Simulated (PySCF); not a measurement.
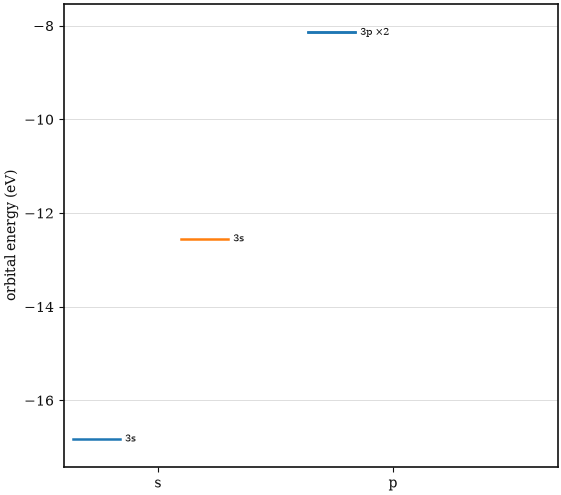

Orbital energies of the mean field, from the top down to −16.8 eV, by angular momentum, α spin at the left of each column and β at the right; ×n counts the orbitals under one label. The highest filled orbital is 3p α at −8.14 eV, the lowest empty one p α at 0.0396 eV.

Run report: Si, atomic calculation

Si, configuration 1s2 2s2 2p6 3s2 3p2, multiplicity 3. Computed at this level: unrestricted HF, cc-pV(D+d)Z, non-relativistic, point nucleus (PySCF).

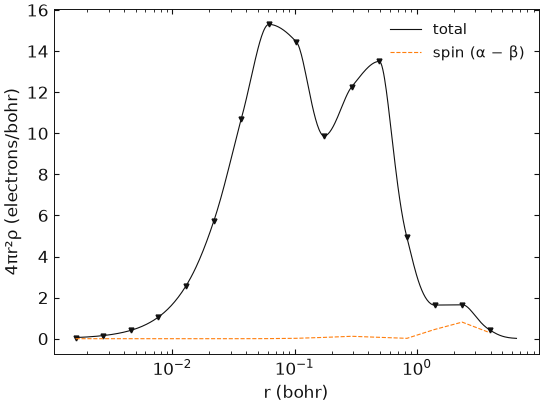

Spherically averaged radial density 4πr²ρ of the mean field and its spin part; markers are the stored points, which are sparse, and the line is a monotone interpolation between them. The largest stored value is 15.3 electrons/bohr at r = 0.061 bohr. Root-mean-square radii of the shells: 1s 0.129, 2p 0.600, 2s 0.614, 3s 2.38, 3p 2.95 bohr.

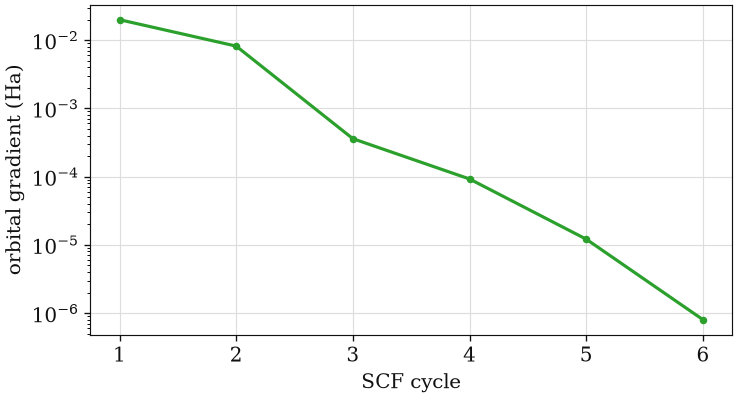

Convergence: orbital gradient against the SCF cycle. The residual falls at every step. It goes from 0.020 to 8.0×10⁻⁷ in 6 steps.

These pictures come from the run below.

Input:
```python
from pyscf import gto, scf, dft, mp, cc
import basis_set_exchange as bse
mol = gto.M(atom="Si 0 0 0", charge=0, spin=2, symmetry="D2h",
            basis=gto.basis.parse(bse.get_basis("cc-pV(D+d)Z", elements=["Si"], fmt="nwchem", header=False)))
mf = scf.UHF(mol)
mf.irrep_nelec = {'Ag': (3, 3), 'B1u': (2, 1), 'B2u': (2, 1), 'B3u': (1, 1)}
mf.kernel()
```

The script is an equivalent of what the driver set up; the driver started from orbitals of its own, so the log can be shorter than this script's would be, and it computed the properties (radii, ⟨L²⟩, response) afterwards. It held the occupations shell by shell, which the script's counts by irreducible representation don't always enforce.

Launched within a batch (the task file carries these settings):
```bash
OMP_NUM_THREADS=1 python <driver script> TASK.json OUT
```

Output (extracts):
```
damping factor = 0
level_shift factor = 0
DIIS = <class 'pyscf.scf.diis.CDIIS'>
diis_start_cycle = 1
diis_space = 10
diis_damp = 0
SCF conv_tol = 1e-09
SCF conv_tol_grad = None
number electrons alpha = 8  beta = 6
cycle= 1 E= -288.849605736179  delta_E= -0.00317  |g|= 0.0199  |ddm|= 0.0637
cycle= 2 E= -288.850121119119  delta_E= -0.000515  |g|= 0.00816  |ddm|= 0.0276
cycle= 3 E= -288.850225852296  delta_E= -0.000105  |g|= 0.000359  |ddm|= 0.0213
cycle= 4 E= -288.850226058756  delta_E= -2.06e-07  |g|= 9.22e-05  |ddm|= 0.00341
cycle= 5 E= -288.85022607733  delta_E= -1.86e-08  |g|= 1.21e-05  |ddm|= 0.00144
cycle= 6 E= -288.85022607759  delta_E= -2.6e-10  |g|= 8.01e-07  |ddm|= 0.000178
converged SCF energy = -288.85022607759  <S^2> = 2.0117804  2S+1 = 3.0078433
```

Summary:

- outcome: converged
- total energy: −288.850226 hartree
- kinetic energy: 288.854804 hartree
- −E/T (1 by the virial theorem at the basis-set limit): 1.0000
- ⟨S²⟩: 2.012
- ⟨L²⟩: 2.04
- SCF iterations: 6
- hardware: 1 thread of Intel Xeon, 54 GiB of memory available, shared host
